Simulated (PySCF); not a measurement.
**C2H6O2Si: NMR shifts at several levels of theory**

How much do the NMR shifts of C2H6O2Si (`CO[SiH2]C=O`) depend on the level of theory, and what does each level cost?

The runs use PySCF 2.14.0, with density-fitted response routines of our own; the level of theory stands in each step. All values are computed, except where a source is named. Atoms are numbered from 0 throughout.

## (1) Starting geometry

11 atoms, charge 0, multiplicity 1; geometry from: GFN2-xTB.

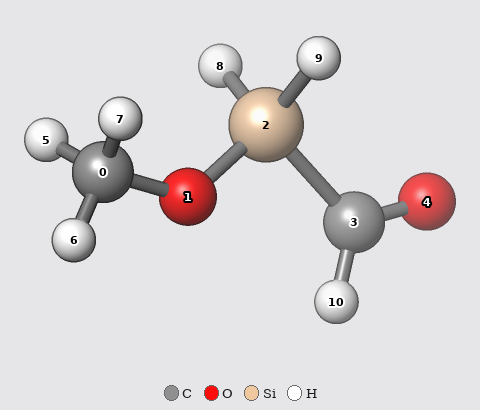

As it starts; carbon grey, oxygen red, silicon light orange, hydrogen white, atoms numbered.

## (2) Geometry optimisation at PBE0-D3(BJ)/def2-SVP

Job settings and geometry (Å):

```
{"job": {"xc": "PBE0", "basis": "def2-SVP", "d3": "d3bj", "grid": 1, "kind": "geom"}, "charge": 0, "multiplicity": 1}
C     -1.810578    -0.587857     0.302718
O     -0.423590    -0.508419     0.156172
Si     0.483702     0.708039    -0.404408
C      2.214469    -0.085066    -0.258552
O      3.229974     0.489421    -0.555693
H     -2.299878    -0.578327    -0.673380
H     -2.044301    -1.522055     0.813819
H     -2.188869     0.251025     0.890111
H      0.183842     1.051507    -1.795780
H      0.387173     1.913945     0.420267
H      2.273480    -1.129544     0.118683
```

The program printed:

```text
step   0  E = -519.11194314  max force = 0.019583
step   1  E = -519.11510317  max force = 0.004237
step   2  E = -519.11515411  max force = 0.005017
step   3  E = -519.11528062  max force = 0.001117
step   4  E = -519.11530580  max force = 0.000583
step   5  E = -519.11532558  max force = 0.000656
step   6  E = -519.11532735  max force = 0.000275
optimisation converged
```

Run time: 35 s. Hardware: 1 thread, shared host.

The steps of the relaxation:

```
step  energy from step 0 (eV)  largest force component (eV/Å)
   0                   0.0000                          1.0070
   1                  -0.0860                          0.2179
   2                  -0.0874                          0.2580
   3                  -0.0908                          0.0574
   4                  -0.0915                          0.0300
   5                  -0.0920                          0.0337
   6                  -0.0921                          0.0141
```

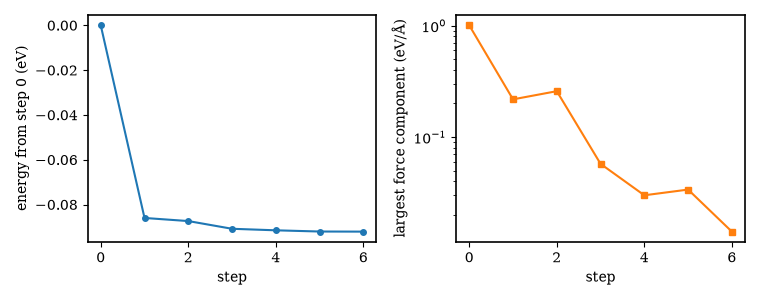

Energy and largest force along the relaxation.

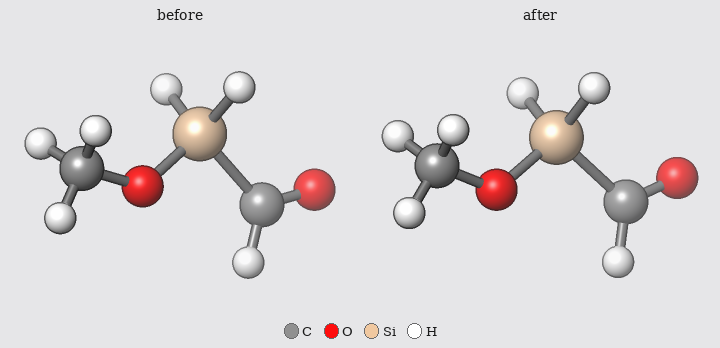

The geometry before (left) and after (right).

Close pairs (by a distance rule), those that changed most:

```
  bond  before (Å)  after (Å)  change (Å)
O1–Si2       1.618      1.660      +0.042
Si2–H8       1.464      1.496      +0.031
Si2–H9       1.464      1.495      +0.031
C3–H10       1.112      1.126      +0.014
 C0–H7       1.092      1.106      +0.014
 C0–H5       1.092      1.105      +0.013
Si2–C3       1.909      1.920      +0.011
 C0–H6       1.090      1.100      +0.010
```

The end geometry stands in the next job.

```
                         at the end point                 value
rotational constants (GHz, main isotopes)  17.219, 1.754, 1.640
                        dipole moment (D)                  2.96
```

## (3) Shielding tensors: PBE0/cc-pVDZ

Job settings and geometry (Å):

```
{"job": {"kind": "nmr", "xc": "PBE0", "basis": "cc-pVDZ", "pop": true}, "charge": 0, "multiplicity": 1}
C     -1.766494    -0.384984     0.258519
O     -0.370085    -0.415405     0.150686
Si     0.590085     0.818763    -0.406507
C      2.397259     0.188097    -0.254174
O      3.316842     0.906946    -0.560254
H     -2.254215    -0.282489    -0.728141
H     -2.106943    -1.329095     0.709375
H     -2.114401     0.444678     0.901136
H      0.309982     1.145431    -1.838788
H      0.434277     2.059543     0.413180
H      2.587113    -0.856637     0.121693
```

With the program's defaults for keys left out, this is: GIAO PBE0/cc-pVDZ NMR shielding, non-relativistic, gas phase.

The program printed:

```text
coarse grid: 9688 points
cycle   1  E = -519.2036755981  dE =  5.420e-01  |g| = 9.125e-01  |ddm| = 5.892e+00
cycle   2  E = -518.6856482902  dE =  5.180e-01  |g| = 1.838e+00  |ddm| = 3.142e+00
cycle   3  E = -519.3650853409  dE = -6.794e-01  |g| = 1.622e-01  |ddm| = 2.117e+00
cycle   4  E = -519.3681187889  dE = -3.033e-03  |g| = 1.160e-01  |ddm| = 3.091e-01
cycle   5  E = -519.3706429005  dE = -2.524e-03  |g| = 1.215e-02  |ddm| = 1.327e-01
cycle   6  E = -519.3706746713  dE = -3.177e-05  |g| = 4.087e-03  |ddm| = 2.468e-02
cycle   7  E = -519.3706785338  dE = -3.863e-06  |g| = 1.019e-03  |ddm| = 7.163e-03
final grid: 88992 points
cycle   8  E = -519.3781272803  dE =  4.304e-06  |g| = 1.123e-02  |ddm| = 3.729e-02
cycle   9  E = -519.3780664532  dE =  6.083e-05  |g| = 2.096e-02  |ddm| = 3.589e-02
cycle  10  E = -519.3781513448  dE = -8.489e-05  |g| = 2.366e-03  |ddm| = 2.347e-02
cycle  11  E = -519.3781524943  dE = -1.150e-06  |g| = 2.884e-04  |ddm| = 3.119e-03
cycle  12  E = -519.3781525105  dE = -1.614e-08  |g| = 6.697e-05  |ddm| = 4.702e-04
cycle  13  E = -519.3781525114  dE = -9.561e-10  |g| = 1.399e-05  |ddm| = 1.131e-04
converged SCF energy = -519.3781525114

GIAO shielding tensors (ppm)
atom      isotropic    diamagn.    paramagn.     s11        s22        s33       span
  0 C      145.394     241.510     -96.116    119.706    121.687    194.787     75.081
  1 O      339.917     388.836     -48.919    295.871    359.602    364.279     68.408
  2 Si     458.464     884.304    -425.840    397.456    429.218    548.716    151.259
  3 C      -37.688     252.196    -289.884   -151.353    -65.339    103.627    254.980
  4 O     -552.891     395.149    -948.040  -1590.695   -496.875    428.897   2019.592
  5 H       27.765      28.841      -1.076     24.216     25.640     33.439      9.224
  6 H       27.491      28.341      -0.850     23.625     25.607     33.242      9.617
  7 H       27.800      28.984      -1.184     24.240     25.712     33.448      9.207
  8 H       26.803      30.192      -3.389     23.406     25.639     31.365      7.959
  9 H       26.814      30.309      -3.495     23.457     25.628     31.358      7.901
 10 H       19.154      28.222      -9.068     12.702     20.568     24.192     11.490
```

It took 11 s on 1 thread, shared host.

Shifts follow as δ = σ(reference) − σ, with reference shieldings (ppm) from runs at the same level and on the same kind of geometry: ¹H TMS 31.29, ¹³C TMS 196.8, ²⁹Si TMS 418.6, ¹⁷O H2O 343.3. The references are single molecules in the gas phase, so shifts against H2O, NH3, PH3, H3PO4 or CFCl3 are not on the usual liquid scales and can be off by tens of ppm. Atoms listed in one row are averaged.

```
     atoms                              environment  σ (ppm)  δ (ppm)
        C3                          carbonyl carbon    -37.7    234.4
        C0                methyl carbon bonded to O    145.4     51.4
       H10            hydrogen on a carbonyl carbon    19.15    12.14
    H8, H9     hydrogen on a silicon bonded to C, O    26.81     4.48
H5, H6, H7  hydrogen on a methyl carbon bonded to O    27.69     3.60
        O4                          carbonyl oxygen   -552.9    896.2
        O1                   oxygen bonded to C, Si    339.9      3.4
       Si2              silicon bonded to C, O, 2 H    458.5    -39.9
```

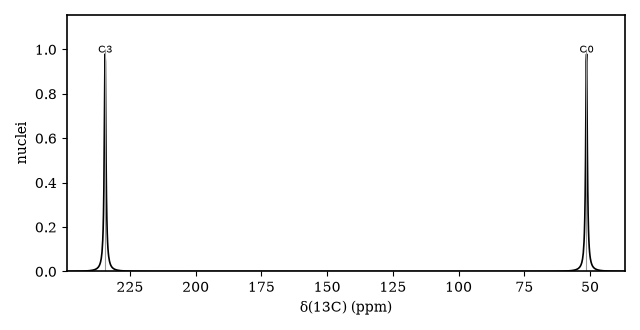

¹³C lines at the computed shifts, without couplings. Lines are broadened to a width of 0.73 ppm (Lorentzian).

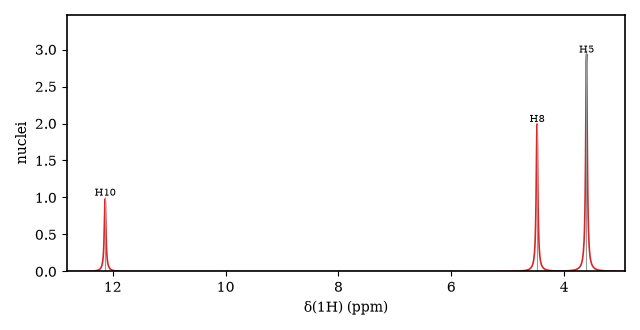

¹H lines at the computed shifts, without couplings. Lines are broadened to a width of 0.03 ppm (Lorentzian).

The run also stored atomic charges by several schemes (e):

```
atoms  Mulliken    IAO  Hirshfeld  ESP fit
   C0      0.08  -0.19      -0.03    -0.10
   O1     -0.43  -0.62      -0.22    -0.33
  Si2      0.49   0.91       0.38     0.35
   C3      0.03   0.00       0.05     0.31
   O4     -0.20  -0.34      -0.19    -0.36
```

Mulliken charges:

```
atom  value (e)
  C0       0.08
  O1      -0.43
 Si2       0.49
  C3       0.03
  O4      -0.20
  H5       0.04
  H6       0.05
  H7       0.04
  H8      -0.07
  H9      -0.07
 H10       0.03
```

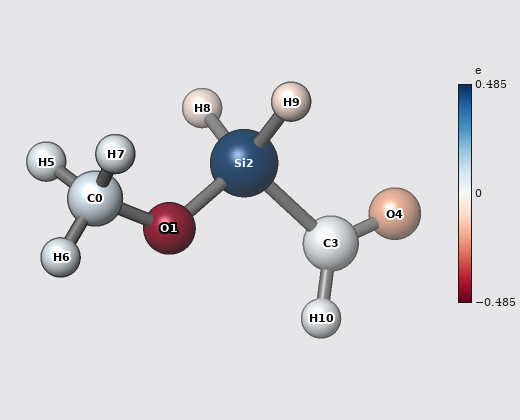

Mulliken charges, as colours on the atoms.

Mayer bond orders: C0–O1 1.01, O1–Si2 1.14, Si2–C3 0.93, C3–O4 2.11.

## (4) NMR shieldings: PBE0/cc-pVTZ

The job, as its differences from that of step 3:

```diff
@@ -1,2 +1,2 @@
-{"job": {"kind": "nmr", "xc": "PBE0", "basis": "cc-pVDZ", "pop": true}, "charge": 0, "multiplicity": 1}
+{"job": {"kind": "nmr", "xc": "PBE0", "basis": "cc-pVTZ", "pop": true}, "charge": 0, "multiplicity": 1}
 C     -1.766494    -0.384984     0.258519
```

With the program's defaults for keys left out, this is: GIAO PBE0/cc-pVTZ NMR shielding, non-relativistic, gas phase.

The program printed:

```text
coarse grid: 9688 points
cycle   1  E = -519.3140521574  dE =  4.914e-01  |g| = 9.411e-01  |ddm| = 6.199e+00
cycle   2  E = -518.7834274581  dE =  5.306e-01  |g| = 1.904e+00  |ddm| = 2.920e+00
cycle   3  E = -519.4737151515  dE = -6.903e-01  |g| = 1.738e-01  |ddm| = 2.005e+00
cycle   4  E = -519.4768649133  dE = -3.150e-03  |g| = 1.265e-01  |ddm| = 3.050e-01
cycle   5  E = -519.4796371812  dE = -2.772e-03  |g| = 1.416e-02  |ddm| = 1.320e-01
cycle   6  E = -519.4796750228  dE = -3.784e-05  |g| = 4.376e-03  |ddm| = 2.383e-02
cycle   7  E = -519.4796791879  dE = -4.165e-06  |g| = 1.103e-03  |ddm| = 7.240e-03
final grid: 88992 points
cycle   8  E = -519.4730084914  dE = -2.262e-05  |g| = 1.288e-02  |ddm| = 6.945e-02
cycle   9  E = -519.4729336767  dE =  7.481e-05  |g| = 2.410e-02  |ddm| = 3.751e-02
cycle  10  E = -519.4730362839  dE = -1.026e-04  |g| = 2.724e-03  |ddm| = 2.473e-02
cycle  11  E = -519.4730376751  dE = -1.391e-06  |g| = 3.902e-04  |ddm| = 3.216e-03
cycle  12  E = -519.4730376968  dE = -2.172e-08  |g| = 1.649e-04  |ddm| = 6.090e-04
cycle  13  E = -519.4730377024  dE = -5.571e-09  |g| = 1.868e-05  |ddm| = 2.305e-04
cycle  14  E = -519.4730377024  dE = -6.753e-11  |g| = 6.740e-06  |ddm| = 3.504e-05
converged SCF energy = -519.4730377024

GIAO shielding tensors (ppm)
atom      isotropic    diamagn.    paramagn.     s11        s22        s33       span
  0 C      134.161     238.205    -104.044    107.295    109.273    185.915     78.620
  1 O      333.030     385.051     -52.021    286.878    350.139    362.074     75.196
  2 Si     401.442     887.019    -485.576    331.773    372.292    500.262    168.489
  3 C      -57.161     242.463    -299.625   -174.148    -86.542     89.206    263.353
  4 O     -584.500     397.992    -982.492  -1640.404   -538.654    425.558   2065.962
  5 H       27.710      28.785      -1.075     24.327     25.542     33.262      8.935
  6 H       27.501      28.353      -0.852     23.746     25.635     33.121      9.376
  7 H       27.740      28.851      -1.112     24.360     25.596     33.263      8.903
  8 H       26.662      29.690      -3.028     23.502     25.544     30.942      7.440
  9 H       26.677      29.791      -3.114     23.550     25.538     30.944      7.394
 10 H       18.997      28.438      -9.442     12.524     20.618     23.849     11.325
```

Run time: 36 s. Hardware: 1 thread, shared host.

In short: δ C3 244.5, C0 53.1, O4 919.3, O1 1.8, H10 12.29, H8 4.62 ppm (means over like atoms).

## (5) Shielding tensors: PBE0/aug-cc-pVDZ

The job, as its differences from that of step 4:

```diff
@@ -1,2 +1,2 @@
-{"job": {"kind": "nmr", "xc": "PBE0", "basis": "cc-pVTZ", "pop": true}, "charge": 0, "multiplicity": 1}
+{"job": {"kind": "nmr", "xc": "PBE0", "basis": "aug-cc-pVDZ", "pop": true}, "charge": 0, "multiplicity": 1}
 C     -1.766494    -0.384984     0.258519
```

Method: GIAO PBE0/aug-cc-pVDZ NMR shielding, non-relativistic, gas phase.

The program printed:

```text
coarse grid: 9688 points
cycle   1  E = -519.2365420436  dE =  5.247e-01  |g| = 8.815e-01  |ddm| = 6.877e+00
cycle   2  E = -518.7229644584  dE =  5.136e-01  |g| = 1.822e+00  |ddm| = 3.047e+00
cycle   3  E = -519.3881814897  dE = -6.652e-01  |g| = 1.535e-01  |ddm| = 2.042e+00
cycle   4  E = -519.3905217636  dE = -2.340e-03  |g| = 1.152e-01  |ddm| = 2.972e-01
cycle   5  E = -519.3930220670  dE = -2.500e-03  |g| = 1.057e-02  |ddm| = 1.430e-01
cycle   6  E = -519.3930449379  dE = -2.287e-05  |g| = 3.591e-03  |ddm| = 2.308e-02
cycle   7  E = -519.3930480359  dE = -3.098e-06  |g| = 9.438e-04  |ddm| = 6.735e-03
final grid: 88992 points
cycle   8  E = -519.4005520204  dE =  1.469e-06  |g| = 1.120e-02  |ddm| = 7.635e-02
cycle   9  E = -519.4004902386  dE =  6.178e-05  |g| = 2.113e-02  |ddm| = 3.738e-02
cycle  10  E = -519.4005756382  dE = -8.540e-05  |g| = 2.436e-03  |ddm| = 2.364e-02
cycle  11  E = -519.4005768500  dE = -1.212e-06  |g| = 3.139e-04  |ddm| = 3.240e-03
cycle  12  E = -519.4005768691  dE = -1.901e-08  |g| = 8.095e-05  |ddm| = 5.336e-04
cycle  13  E = -519.4005768704  dE = -1.391e-09  |g| = 1.501e-05  |ddm| = 1.338e-04
cycle  14  E = -519.4005768705  dE = -5.707e-11  |g| = 5.110e-06  |ddm| = 4.270e-05
converged SCF energy = -519.4005768705

GIAO shielding tensors (ppm)
atom      isotropic    diamagn.    paramagn.     s11        s22        s33       span
  0 C      143.710     202.116     -58.406    117.393    118.619    195.119     77.726
  1 O      339.483     377.326     -37.843    301.136    354.486    362.827     61.691
  2 Si     457.573     885.920    -428.347    394.132    426.576    552.010    157.878
  3 C      -43.658     237.637    -281.295   -159.672    -72.757    101.456    261.128
  4 O     -518.763     391.502    -910.265  -1507.711   -473.281    424.701   1932.412
  5 H       27.702      28.104      -0.403     24.231     25.521     33.353      9.121
  6 H       27.470      31.005      -3.536     23.632     25.677     33.100      9.467
  7 H       27.733      28.120      -0.386     24.256     25.577     33.366      9.110
  8 H       26.573      25.837       0.735     23.277     25.431     31.011      7.734
  9 H       26.594      26.032       0.561     23.334     25.437     31.010      7.676
 10 H       18.847      28.201      -9.354     12.396     20.497     23.648     11.253
```

It took 23 s on 1 thread, shared host.

In short: δ C3 238.8, C0 51.4, O4 854.7, O1 -3.6, H10 12.55, H8 4.81 ppm (means over like atoms).

## (6) Shielding tensors: PBE0/IGLO-III

The job, as its differences from that of step 5:

```diff
@@ -1,2 +1,2 @@
-{"job": {"kind": "nmr", "xc": "PBE0", "basis": "aug-cc-pVDZ", "pop": true}, "charge": 0, "multiplicity": 1}
+{"job": {"kind": "nmr", "xc": "PBE0", "basis": "IGLO-III", "pop": true}, "charge": 0, "multiplicity": 1}
 C     -1.766494    -0.384984     0.258519
```

Method: GIAO PBE0/IGLO-III NMR shielding, non-relativistic, gas phase.

The program printed:

```text
coarse grid: 9688 points
cycle   1  E = -519.3143710746  dE =  4.773e-01  |g| = 9.498e-01  |ddm| = 2.196e+00
cycle   2  E = -518.7592498120  dE =  5.551e-01  |g| = 1.939e+00  |ddm| = 1.622e+00
cycle   3  E = -519.4747427823  dE = -7.155e-01  |g| = 1.798e-01  |ddm| = 1.264e+00
cycle   4  E = -519.4778296478  dE = -3.087e-03  |g| = 1.331e-01  |ddm| = 1.266e-01
cycle   5  E = -519.4808874988  dE = -3.058e-03  |g| = 1.413e-02  |ddm| = 6.174e-02
cycle   6  E = -519.4809208065  dE = -3.331e-05  |g| = 4.205e-03  |ddm| = 8.810e-03
cycle   7  E = -519.4809246493  dE = -3.843e-06  |g| = 1.128e-03  |ddm| = 4.156e-03
final grid: 88992 points
cycle   8  E = -519.4865711915  dE = -5.206e-05  |g| = 1.182e-02  |ddm| = 3.253e-02
cycle   9  E = -519.4865096156  dE =  6.158e-05  |g| = 2.186e-02  |ddm| = 1.206e-02
cycle  10  E = -519.4865939158  dE = -8.430e-05  |g| = 2.724e-03  |ddm| = 8.908e-03
cycle  11  E = -519.4865952777  dE = -1.362e-06  |g| = 4.875e-04  |ddm| = 1.340e-03
cycle  12  E = -519.4865953050  dE = -2.731e-08  |g| = 2.609e-04  |ddm| = 3.191e-04
cycle  13  E = -519.4865953183  dE = -1.321e-08  |g| = 2.502e-05  |ddm| = 1.313e-04
cycle  14  E = -519.4865953184  dE = -1.080e-10  |g| = 6.933e-06  |ddm| = 1.817e-05
converged SCF energy = -519.4865953184

GIAO shielding tensors (ppm)
atom      isotropic    diamagn.    paramagn.     s11        s22        s33       span
  0 C      129.330     247.310    -117.980    101.467    103.404    183.118     81.651
  1 O      328.622     387.973     -59.352    284.830    345.289    355.746     70.916
  2 Si     395.822     889.847    -494.026    326.840    367.389    493.237    166.398
  3 C      -69.962     250.044    -320.006   -195.310    -99.234     84.657    279.967
  4 O     -596.246     391.485    -987.730  -1664.552   -549.884    425.698   2090.251
  5 H       27.723      28.834      -1.111     24.269     25.609     33.291      9.022
  6 H       27.560      28.137      -0.577     23.810     25.803     33.068      9.257
  7 H       27.752      28.977      -1.225     24.299     25.666     33.292      8.994
  8 H       26.555      29.928      -3.373     23.511     25.391     30.763      7.252
  9 H       26.569      30.060      -3.491     23.554     25.390     30.763      7.209
 10 H       19.017      26.903      -7.887     12.655     20.647     23.749     11.094
```

Run time: 34 s. Hardware: 1 thread, shared host.

In short: δ C3 253.7, C0 54.4, O4 923.4, O1 -1.4, H10 12.36, H8 4.81 ppm (means over like atoms).

## (7) Nuclear shieldings: PBE0/pcSseg-0

The job, as its differences from that of step 6:

```diff
@@ -1,2 +1,2 @@
-{"job": {"kind": "nmr", "xc": "PBE0", "basis": "IGLO-III", "pop": true}, "charge": 0, "multiplicity": 1}
+{"job": {"kind": "nmr", "xc": "PBE0", "basis": "pcSseg-0", "pop": true}, "charge": 0, "multiplicity": 1}
 C     -1.766494    -0.384984     0.258519
```

Level: GIAO PBE0/pcSseg-0 NMR shielding, non-relativistic, gas phase.

The program printed:

```text
coarse grid: 9688 points
cycle   1  E = -518.3199584022  dE =  5.146e-01  |g| = 8.884e-01  |ddm| = 3.299e+00
cycle   2  E = -517.8309613392  dE =  4.890e-01  |g| = 1.809e+00  |ddm| = 2.769e+00
cycle   3  E = -518.4781941364  dE = -6.472e-01  |g| = 1.487e-01  |ddm| = 1.926e+00
cycle   4  E = -518.4807772379  dE = -2.583e-03  |g| = 1.004e-01  |ddm| = 2.160e-01
cycle   5  E = -518.4826002754  dE = -1.823e-03  |g| = 1.101e-02  |ddm| = 9.752e-02
cycle   6  E = -518.4826264070  dE = -2.613e-05  |g| = 3.533e-03  |ddm| = 1.293e-02
cycle   7  E = -518.4826290933  dE = -2.686e-06  |g| = 6.927e-04  |ddm| = 5.120e-03
final grid: 88992 points
cycle   8  E = -518.4706915732  dE = -1.060e-05  |g| = 5.787e-03  |ddm| = 1.373e-02
cycle   9  E = -518.4706758906  dE =  1.568e-05  |g| = 1.076e-02  |ddm| = 1.178e-02
cycle  10  E = -518.4706980287  dE = -2.214e-05  |g| = 1.306e-03  |ddm| = 8.293e-03
cycle  11  E = -518.4706983741  dE = -3.455e-07  |g| = 1.584e-04  |ddm| = 1.095e-03
cycle  12  E = -518.4706983778  dE = -3.660e-09  |g| = 6.826e-05  |ddm| = 2.374e-04
cycle  13  E = -518.4706983788  dE = -9.666e-10  |g| = 1.148e-05  |ddm| = 9.212e-05
converged SCF energy = -518.4706983788

GIAO shielding tensors (ppm)
atom      isotropic    diamagn.    paramagn.     s11        s22        s33       span
  0 C      135.672     242.527    -106.855    107.510    111.311    188.195     80.685
  1 O      364.693     402.566     -37.874    284.718    396.908    412.451    127.733
  2 Si     401.380     878.257    -476.877    324.064    360.125    519.952    195.888
  3 C      -63.536     262.941    -326.477   -176.445   -106.064     91.902    268.347
  4 O     -738.486     395.349   -1133.834  -2028.031   -634.808    447.381   2475.412
  5 H       29.080      27.769       1.311     25.062     26.856     35.322     10.260
  6 H       28.302      27.448       0.854     23.871     26.332     34.704     10.833
  7 H       29.144      27.840       1.304     25.157     26.915     35.361     10.205
  8 H       27.341      28.455      -1.114     23.526     25.617     32.880      9.355
  9 H       27.369      28.485      -1.117     23.633     25.647     32.826      9.193
 10 H       20.166      29.017      -8.851     12.901     22.270     25.328     12.427
```

Wall time 5.9 s (1 thread, shared host).

Key values: δ C3 257.1, C0 57.8, O4 1076.3, O1 -26.8, H10 12.67, H8 5.48 ppm (means over like atoms).

## (8) Comparing the runs: NMR shifts

Shifts (ppm) of some atoms, chosen among heavy atoms and hydrogens apart, means over like atoms, with basis size and wall time:

```
             run     C3    C0    H10    H8      O4     O1    Si2  functions   time
    PBE0/cc-pVDZ  234.4  51.4  12.14  4.48   896.2    3.4  -39.9        104   11 s
    PBE0/cc-pVTZ  244.5  53.1  12.29  4.62   919.3    1.8  -41.4        238   36 s
PBE0/aug-cc-pVDZ  238.8  51.4  12.55  4.81   854.7   -3.6  -40.9        173   23 s
   PBE0/IGLO-III  253.7  54.4  12.36  4.81   923.4   -1.4  -50.5        244   34 s
   PBE0/pcSseg-0  257.1  57.8  12.67  5.48  1076.3  -26.8  -52.9         61  5.9 s
```

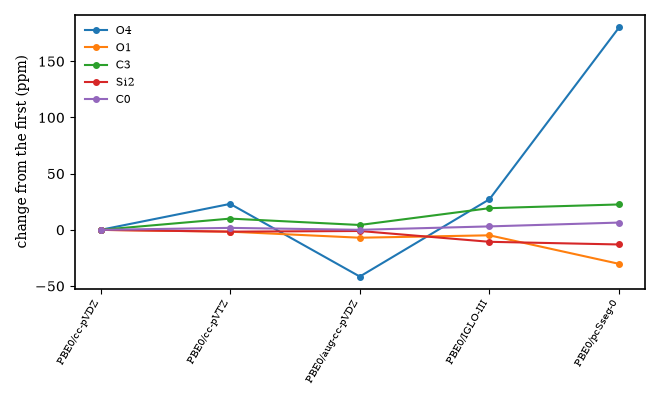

How five of the tabulated atoms move from run to run.

## (9) Results

```
                                                             quantity                  value
                                 rotational constants (main isotopes)  17.22, 1.75, 1.64 GHz
                                ¹³C shifts against TMS (PBE0/cc-pVDZ)        234.4, 51.4 ppm
¹H shifts against TMS (PBE0/cc-pVDZ, means over atoms taken as alike)  12.14, 4.48, 3.60 ppm
                                ¹⁷O shifts against H2O (PBE0/cc-pVDZ)         896.2, 3.4 ppm
                               ²⁹Si shifts against TMS (PBE0/cc-pVDZ)              -39.9 ppm
                                             range of the shift of O4    854.7 to 1076.3 ppm
```

Single values in the summary come from the first run of each kind that ended normally (PBE0/cc-pVDZ), which need not be the best level. Over 6 steps the energy fell by 0.092 eV; of the close pairs, O1–Si2 changed most, 1.618 to 1.660 Å. At PBE0/cc-pVDZ: Shielding is most anisotropic at O4 (span 2020 ppm, paramagnetic term -948 ppm). In ppm, O4 moves most: its shift spreads over 221.7 ppm, from 854.7 (PBE0/aug-cc-pVDZ) to 1076.3 (PBE0/pcSseg-0).
